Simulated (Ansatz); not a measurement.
# SiH2 (SMILES [SiH2]) at 6 levels

Wanted: a comparison of 6 runs (UHF/cc-pVDZ, B2PLYP/3-21G, BHLYP/cc-pVDZ, HSE06/cc-pVDZ, wB97X/cc-pVDZ, UMP2/cc-pVDZ) of SiH2. 

The calculation is run with Ansatz 0.2.0.

61 further runs of the same task are left out: 61 set aside as unsound or not needed.

### 1 Starting point

The species is SiH2 (3 atoms), meant as a singlet with charge 0. SMILES: `[SiH2]`. The H2–Si1 distance was set to 1.907 Å, away from the relaxed value.

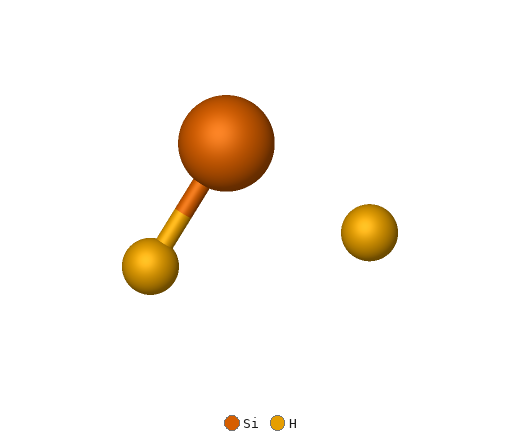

Viewed from a chosen angle; silicon orange, hydrogen amber.

### 2 The energy at UHF/cc-pVDZ (run 1)

File input.yaml:

```yaml
crystal:
  periodic: [false, false, false]
  atoms:
    - {symbol: Si, position_ang: [-0.824035, 0.441103, -0.397603]}
    - {symbol: H, position_ang: [0.840300, 0.578600, 0.522500]}
    - {symbol: H, position_ang: [-0.681935, -1.074697, -0.492903]}
basis:
  gaussian: {orbitals: cc-pVDZ}
magnetization: {spin_polarized: true}
accuracy: high
hamiltonian: {xc: hf}
```

On the command line:

```sh
$ ansatz run input.yaml --threads 1 --pin off --max-ram 2610MiB --events-out events.jsonl --progress --plain --runs-dir runs
```

Log:

```text
Warning: RAYON_NUM_THREADS=1 ignored (pool sized by the plan → 1); use --threads N
Functional definition: HF
  name "HF"
  exchange = exact_x
  correlation = 0
549 factors; integrals over basis functions are off by at most 3.7e-9 eV
mean field evaluation 1: about -7890.7136 eV, gradient 5.3e0 eV
mean field evaluation 2: about -7890.7150 eV, gradient 5.3e0 eV
mean field evaluation 4: about -7891.0698 eV, gradient 3.9e-1 eV
mean field evaluation 8: about -7891.0723 eV, gradient 3.2e-4 eV
mean field evaluation 16: about -7891.1294 eV, gradient 5.4e-2 eV
mean field evaluation 32: about -7891.0723 eV, gradient 6.4e-4 eV
mean field evaluation 64: about -7890.7488 eV, gradient 2.1e0 eV
mean field -7891.13058276 eV, -289.9937001160 hartree, gradient 1.7e-8 eV, S^2 0.313072; 3 other end points of the search recorded, 0 dependent functions left out
reference -7891.13058276 eV, -289.9937001160 hartree; 8, 8 occupied and 20, 20 virtual orbitals, 549 factors
Total energy: -7891.13058276 eV, -289.9937001160 hartree
```

Run time: 0.34 s. Hardware: 1 thread of Arm Neoverse V1, shared host.

### 3 A single-point energy at B2PLYP/3-21G (run 2)

File molecule.yaml:

```yaml
crystal:
  periodic: [false, false, false]
  atoms:
    - {symbol: Si, position_ang: [-0.824035, 0.441103, -0.397603]}
    - {symbol: H, position_ang: [0.840300, 0.578600, 0.522500]}
    - {symbol: H, position_ang: [-0.681935, -1.074697, -0.492903]}
basis:
  gaussian:
    orbitals: 3-21G.json
hamiltonian:
  xc: {name: B2PLYP}
correlation:
  frozen_orbitals: {H: 0, Si: 5}
accuracy: high
```

The basis set 3-21G is read from a file made from the Basis Set Exchange's data (not shown).

On the command line:

```sh
$ ansatz run molecule.yaml --threads 1 --pin off --max-ram 2610MiB --events-out events.jsonl --progress --plain --runs-dir runs
```

Log, cut to the lines that bear on the results:

```text
Warning: RAYON_NUM_THREADS=1 ignored (pool sized by the plan → 1); use --threads N
Functional definition: B2PLYP
  name "B2PLYP"
[...]
328 factors; integrals over basis functions are off by at most 4.0e-9 eV
[...]
mean field -7860.94640333 eV, -288.8844519814 hartree, gradient 8.9e-9 eV, S^2 0.000000; 0 other end points of the search recorded, 0 dependent functions left out
5 core orbitals not correlated: weight in the atoms' cores, before any rotation towards them, 1.000 or more for the frozen orbitals, at most 0.000 for the correlated occupied ones
reference -7860.94642084 eV, -288.8844526249 hartree; 3, 3 occupied and 9, 9 virtual orbitals, 328 factors
second order -1.76484067 eV of doubles, -0.00000000 eV of singles
Total energy: -7861.42292782 eV, -288.9019639335 hartree
```

It took 0.87 s on 1 thread of Arm Neoverse V1, shared host.

Runs 3 to 5 aren't shown in full; the table further down has their settings and results.

### 4 A single-point energy at UMP2/cc-pVDZ (run 6)

File molecule.yaml:

```yaml
basis:
  gaussian: {orbitals: cc-pVDZ}
crystal:
  periodic: [false, false, false]
  atoms:
    - {symbol: Si, position_ang: [-0.824035, 0.441103, -0.397603]}
    - {symbol: H, position_ang: [0.840300, 0.578600, 0.522500]}
    - {symbol: H, position_ang: [-0.681935, -1.074697, -0.492903]}
accuracy: high
magnetization: {spin_polarized: true}
correlation: {method: mp2, frozen_orbitals: {H: 0, Si: 5}}
```

On the command line:

```sh
$ ansatz run molecule.yaml --threads 1 --pin off --max-ram 2610MiB --events-out events.jsonl --progress --plain --runs-dir runs
```

Log:

```text
Warning: RAYON_NUM_THREADS=1 ignored (pool sized by the plan → 1); use --threads N
[... 4 set-up lines as earlier in the session ...]
549 factors; integrals over basis functions are off by at most 3.7e-9 eV
mean field evaluation 1: about -7890.7136 eV, gradient 5.3e0 eV
mean field evaluation 2: about -7890.7150 eV, gradient 5.3e0 eV
mean field evaluation 4: about -7891.0698 eV, gradient 3.9e-1 eV
mean field evaluation 8: about -7891.0723 eV, gradient 3.2e-4 eV
mean field evaluation 16: about -7891.1294 eV, gradient 5.4e-2 eV
mean field evaluation 32: about -7891.0723 eV, gradient 6.4e-4 eV
mean field -7891.13058276 eV, -289.9937001160 hartree, gradient 1.7e-8 eV, S^2 0.313072; 6 other end points of the search recorded, 0 dependent functions left out
5 core orbitals not correlated: weight in the atoms' cores, before any rotation towards them, 1.000 or more for the frozen orbitals, at most 0.000 for the correlated occupied ones
reference -7891.13058276 eV, -289.9937001160 hartree; 3, 3 occupied and 20, 20 virtual orbitals, 549 factors
second order -2.24203913 eV of doubles, -0.00000000 eV of singles
Total energy: -7893.37262189 eV, -290.0760935344 hartree
```

Run time: 0.32 s. Hardware: 1 thread of Arm Neoverse V1, shared host.

### 5 All runs side by side

```
run          level  frozen core orbitals  energy (Eh)  wall time
  1    UHF/cc-pVDZ                     –  -289.993700     0.34 s
  2   B2PLYP/3-21G                     5  -288.901964     0.87 s
  3  BHLYP/cc-pVDZ                     –  -290.581127     0.93 s
  4  HSE06/cc-pVDZ                     –  -290.448438      1.1 s
  5  wB97X/cc-pVDZ                     –  -290.571782      3.9 s
  6   UMP2/cc-pVDZ                     5  -290.076094     0.32 s
```

### 6 Summary of results

```
                                          quantity          value
                               run 6: total energy  -290.07609 Eh
run 6: correlation energy (5 core orbitals frozen)      -82.4 mEh
          run 6: ⟨S²⟩ of the reference determinant          0.313
```

In words: Totals of different functionals can't be ranked against each other. Spin contamination of the reference: run 1 ⟨S²⟩ = 0.31, run 6 ⟨S²⟩ = 0.31. All runs together took 7.5 s, the longest 3.9 s.
